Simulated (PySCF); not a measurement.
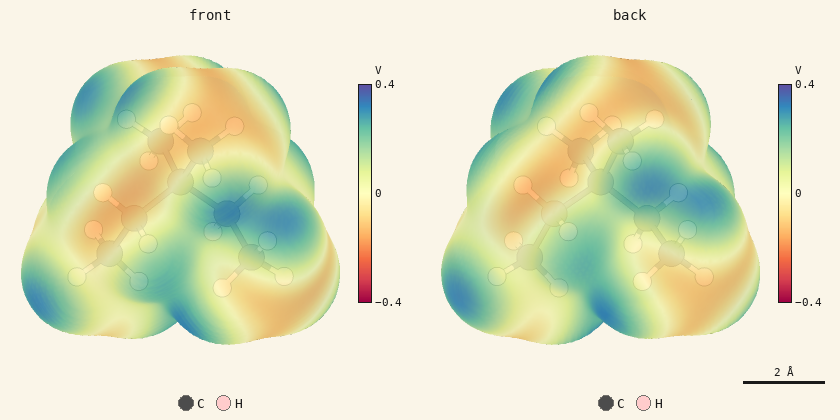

Figure 1: C$_{7}$H$_{16}$ (SMILES CCC(C)(C)CC). The electrostatic potential painted on the density surface at 0.001 e/bohr³, seen from the front and from behind; the colour scale runs from red (negative) to blue (positive).

Geometry: GFN2-xTB, NEB image 0 of 0 to 8.

These are results of PySCF, PBE0/pcSseg-1, SCF density, gas phase, non-relativistic, not measurements.

```yaml
atoms:
  - { symbol: C, position_ang: [-0.7968, 1.9525, 0.7601] }
  - { symbol: C, position_ang: [-0.7297, 1.0087, -0.4356] }
  - { symbol: C, position_ang: [-0.3015, -0.4371, -0.1236] }
  - { symbol: C, position_ang: [-1.3325, -1.1088, 0.7905] }
  - { symbol: C, position_ang: [-0.2635, -1.2117, -1.4460] }
  - { symbol: C, position_ang: [1.0683, -0.5124, 0.5756] }
  - { symbol: C, position_ang: [2.2299, 0.1368, -0.1691] }
  - { symbol: H, position_ang: [0.1759, 2.0642, 1.2312] }
  - { symbol: H, position_ang: [-1.5037, 1.5961, 1.5044] }
  - { symbol: H, position_ang: [-1.1255, 2.9359, 0.4297] }
  - { symbol: H, position_ang: [-0.0427, 1.4271, -1.1741] }
  - { symbol: H, position_ang: [-1.7173, 0.9708, -0.9030] }
  - { symbol: H, position_ang: [-1.3448, -0.6479, 1.7746] }
  - { symbol: H, position_ang: [-1.0924, -2.1624, 0.9168] }
  - { symbol: H, position_ang: [-2.3296, -1.0355, 0.3622] }
  - { symbol: H, position_ang: [-1.2586, -1.2565, -1.8837] }
  - { symbol: H, position_ang: [0.0835, -2.2299, -1.2840] }
  - { symbol: H, position_ang: [0.3965, -0.7324, -2.1644] }
  - { symbol: H, position_ang: [1.3052, -1.5680, 0.7333] }
  - { symbol: H, position_ang: [0.9845, -0.0531, 1.5627] }
  - { symbol: H, position_ang: [2.3771, -0.3199, -1.1442] }
  - { symbol: H, position_ang: [3.1468, 0.0082, 0.4033] }
  - { symbol: H, position_ang: [2.0659, 1.2022, -0.3066] }
```

> Which sites attract a positive test charge, and which a negative one?

A positive charge is drawn to the negative regions and a negative charge to the positive ones. The surface potential is weak everywhere (between −0.1 and +0.3 V): the molecule has no strongly electron-rich or electron-poor site.

> What dipole moment does the calculation give?

Its dipole moment is 0.05 D.
